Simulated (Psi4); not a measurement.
# doublet H2O− at 5 levels

We compute a comparison of 5 runs (UHF/STO-3G, UHF/3-21G, U-wB97X-V/aug-cc-pVTZ, UDSD-PBEP86/aug-cc-pVTZ, UTPSSh/aug-cc-pVTZ) of doublet H2O−. 

Program for the calculation: Psi4 1.11.

### Step 1. The structure to begin with

The species is H2O− (3 atoms), meant as a doublet with charge -1. SMILES of the parent species: `O`. The coordinates come from a PBE0-D4/def2-TZVP relaxation. That shape belongs to the parent species and isn't relaxed for this state.

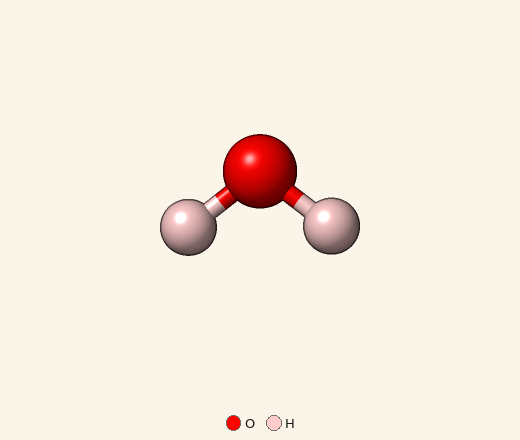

Viewed from a chosen angle; oxygen red, hydrogen pink.

### Step 2. The energy at UHF/STO-3G (run 1)

Contents of job.json:

```json
{
 "schema_name": "qcschema_input",
 "schema_version": 1,
 "molecule": {
  "schema_name": "qcschema_molecule",
  "schema_version": 2,
  "symbols": ["O", "H", "H"],
  "geometry": [-0.5720201, 0.37832317, -0.26569549, 0.88155724, 1.03632581, 0.59583065, -0.30953714, -1.41464898, -0.33013515],
  "molecular_charge": -1,
  "molecular_multiplicity": 2,
  "fix_symmetry": "c1"
 },
 "driver": "energy",
 "model": {
  "method": "scf",
  "basis": "STO-3G"
 },
 "keywords": {
  "reference": "uhf",
  "puream": true,
  "e_convergence": 1e-09,
  "d_convergence": 1e-08,
  "scf_type": "pk",
  "maxiter": 100,
  "scf_properties": ["MULLIKEN_CHARGES", "DIPOLE", "MAYER_INDICES"]
 }
}
```

On the command line:

```
$ psi4 --qcschema job.json -n 1 --memory 1600MB
```

stdout:

```text
[...]
  Running in c1 symmetry.
[...]
  Nuclear repulsion =    9.171300737834468
[...]
  Multiplicity = 2
[...]
  Nalpha       = 6
  Nbeta        = 5
[...]
    Number of basis functions: 7
[...]
   @UHF iter   1:   -74.28339256343293   -6.72687e-02   4.84246e-02 ADIIS/DIIS
[...]
   @UHF iter   9:   -74.37920781796949   -3.09086e-11   7.58406e-09 DIIS
[...]
   @S^2 Observed:                7.585280725E-01
[...]
  @UHF Final Energy:   -74.37920781796949
   => Energetics <=
    Nuclear Repulsion Energy =              9.1713007378344678
    One-Electron Energy =                -127.0195718607886590
    Two-Electron Energy =                  43.4690633049846866
    Total Energy =                        -74.3792078179695011
  UHF NO Occupations:
  HONO-2 :    4  A 2.0000000
  HONO-1 :    5  A 1.9957268
[...]
 Multipole Moments:
 ------------------------------------------------------------------------------------
     Multipole            Electronic (a.u.)      Nuclear  (a.u.)        Total (a.u.)
 ------------------------------------------------------------------------------------
 L = 1.  Multiply by 2.5417464519 to convert [e a0] to [Debye]
 Dipole X            :         -1.1341561            0.8318109           -0.3023451
 Dipole Y            :          0.6847037           -0.5024246            0.1822791
 Dipole Z            :         -0.0000000           -0.0000000           -0.0000000
 Magnitude           :                                                    0.3530414
[...]
```

The result, in JSON:

```text
{
 "driver": "energy",
 "model": {
  "method": "scf",
  "basis": "STO-3G"
 },
 "success": true,
 "return_result": -74.37920781796949,
 "properties": {
  "calcinfo_nbasis": 7,
  "calcinfo_nmo": 7,
  "calcinfo_nalpha": 6,
  "calcinfo_nbeta": 5,
  "calcinfo_natom": 3,
  "nuclear_repulsion_energy": 9.171300737834468,
  "return_energy": -74.37920781796949,
  "scf_one_electron_energy": -127.01957186078866,
  "scf_two_electron_energy": 43.46906330498469,
  "scf_dipole_moment": [-0.30234512637425837, 0.18227911777512884, -2.347238775824653e-16],
  "scf_total_energy": -74.37920781796949,
  "scf_iterations": 9
 }
}
```

It took 2.1 s on 1 thread of Intel Xeon Platinum 8259CL at 2.50GHz (Skylake/Cascade Lake), shared host; peak memory 0.18 GiB.

### Step 3. Energy and forces at UHF/3-21G (run 2)

Contents of h2o.py:

```python
import psi4

psi4.set_memory(1600000000)
psi4.set_num_threads(1)
psi4.core.set_output_file('psi4.out', False)

geom = psi4.geometry("""
-1 2
O     -0.302700     0.200200    -0.140600
H      0.466500     0.548400     0.315300
H     -0.163800    -0.748600    -0.174700
symmetry c1
""")

options = {'basis': '3-21G', 'reference': 'uhf', 'puream': True, 'e_convergence': 1e-09, 'd_convergence': 1e-08, 'scf_type': 'pk', 'maxiter': 100}
psi4.set_options(options)

E, wfn = psi4.gradient("hf", return_wfn=True)
print('gradient / Eh bohr^-1')
print(E.np.round(6))
print(f'energy = {wfn.energy():.10f} Eh')
```

On the command line:

```
$ python h2o.py
```

psi4.out:

```text
[...]
  Running in c1 symmetry.
[...]
  Nuclear repulsion =    9.171300754468179
[...]
  Multiplicity = 2
[...]
  Nalpha       = 6
  Nbeta        = 5
[...]
    Number of basis functions: 13
[...]
   @UHF iter   1:   -75.23952710769026   -1.00274e-01   3.77932e-02 ADIIS/DIIS
[...]
   @UHF iter  12:   -75.33446401100277   -1.42109e-14   2.47760e-09 DIIS
[...]
   @S^2 Observed:                7.583371048E-01
[...]
  @UHF Final Energy:   -75.33446401100277
   => Energetics <=
    Nuclear Repulsion Energy =              9.1713007544681791
    One-Electron Energy =                -126.0476615764810617
    Two-Electron Energy =                  41.5418968110101190
    Total Energy =                        -75.3344640110027655
  UHF NO Occupations:
  HONO-2 :    4  A 1.9994506
  HONO-1 :    5  A 1.9964121
[...]
 Multipole Moments:
 ------------------------------------------------------------------------------------
     Multipole            Electronic (a.u.)      Nuclear  (a.u.)        Total (a.u.)
 ------------------------------------------------------------------------------------
 L = 1.  Multiply by 2.5417464519 to convert [e a0] to [Debye]
 Dipole X            :         -1.0337410            0.8318109           -0.2019301
 Dipole Y            :          0.6240853           -0.5024246            0.1216607
 Dipole Z            :         -0.0000000            0.0000000           -0.0000000
 Magnitude           :                                                    0.2357479
[...]
  -Total Gradient:
     Atom            X                  Y                   Z
    ------   -----------------  -----------------  -----------------
       1        0.106201333044    -0.064154100457     0.000000000000
       2       -0.095985414545    -0.038920026338    -0.000000000000
       3       -0.010215918499     0.103074126796     0.000000000000
[...]
```

Standard output:

```text
gradient / Eh bohr^-1
[[ 0.106201 -0.064154  0.      ]
 [-0.095985 -0.03892  -0.      ]
 [-0.010216  0.103074  0.      ]]
energy = -75.3344640110 Eh
```

Wall time 2 s (1 thread of Intel Xeon Platinum 8259CL at 2.50GHz (Skylake/Cascade Lake), shared host); peak memory 0.18 GiB.

Runs 3 to 4 aren't shown in full; the table further down has their settings and results.

### Step 4. Energy and forces at UTPSSh/aug-cc-pVTZ (run 5)

Contents of job.dat:

```
memory 1600 mb

molecule system {
  -1 2
  O     -0.302700     0.200200    -0.140600
  H      0.466500     0.548400     0.315300
  H     -0.163800    -0.748600    -0.174700
  units angstrom
  symmetry c1
}

set globals {
  basis                aug-cc-pVTZ
  reference            uks
  puream               true
  e_convergence        1e-09
  d_convergence        1e-08
  scf_type             pk
  dft_radial_points    99
  dft_spherical_points 590
  maxiter              100
}

e, wfn = gradient("tpssh", return_wfn=True)
```

On the command line:

```
$ psi4 -i job.dat -o job.out -n 1
```

job.out:

```text
[...]
  Running in c1 symmetry.
[...]
  Nuclear repulsion =    9.171300754468179
[...]
  Multiplicity = 2
[...]
  Nalpha       = 6
  Nbeta        = 5
[...]
    Number of basis functions: 92
[...]
   @UKS iter   1:   -76.12751816285733   -4.60223e-02   9.20261e-03 ADIIS/DIIS
[...]
   @UKS iter  12:   -76.43797427530544   -1.30740e-12   4.38445e-09 DIIS
[...]
   @S^2 Observed:                7.500893166E-01
[...]
  @UKS Final Energy:   -76.43797427530544
   => Energetics <=
    Nuclear Repulsion Energy =              9.1713007544681791
    One-Electron Energy =                -124.6465937831355575
    Two-Electron Energy =                  47.5453085017333947
    DFT Exchange-Correlation Energy =      -8.5079897483714380
    Empirical Dispersion Energy =           0.0000000000000000
    VV10 Nonlocal Energy =                  0.0000000000000000
    Total Energy =                        -76.4379742753054359
[...]
  -Total Gradient:
     Atom            X                  Y                   Z
    ------   -----------------  -----------------  -----------------
       1        0.012976975147    -0.007876685787    -0.000000000000
       2       -0.010031456446    -0.001947397749     0.000000000000
       3       -0.002948846357     0.009826091875     0.000000000000
[...]
```

It took 50 s on 1 thread of Intel Xeon Platinum 8259CL at 2.50GHz (Skylake/Cascade Lake), shared host; peak memory 0.95 GiB.

### Step 5. The series

```csv
run,level,task,properties,energy (Eh),HOMO energy (eV),LUMO energy (eV),⟨S²⟩,wall time
1,UHF/STO-3G,energy,"(mulliken, dipole, mayer)",-74.379208,15.40,32.26,0.759,2.1 s
2,UHF/3-21G,gradient,–,-75.334464,6.48,16.97,0.758,2 s
3,U-wB97X-V/aug-cc-pVTZ,energy,–,-76.408958,0.65,3.86,0.750,43 s
4,UDSD-PBEP86/aug-cc-pVTZ (density fitting for correlation),energy,–,-76.334485,1.00,3.43,0.750,14 s
5,UTPSSh/aug-cc-pVTZ,gradient,–,-76.437974,1.75,2.46,0.750,50 s
```

### Step 6. What came out

| quantity | value |
| --- | --- |
| run 5: total energy | -76.43797 Eh |
| run 5: HOMO energy (highest over α and β) | 1.75 eV |
| run 5: LUMO energy (lowest over α and β) | 2.46 eV |
| run 5: ⟨S²⟩ | 0.750 |
| run 5: largest force on an atom | 0.781 eV/Å |

Totals of different functionals can't be ranked against each other. In runs 1, 2, 3, 4, 5 the HOMO lies above zero, so the outermost electron may be held by the basis alone. In run 1 the basis is minimal, so the values are rough. All runs together took 1.9 min, the longest 50 s.
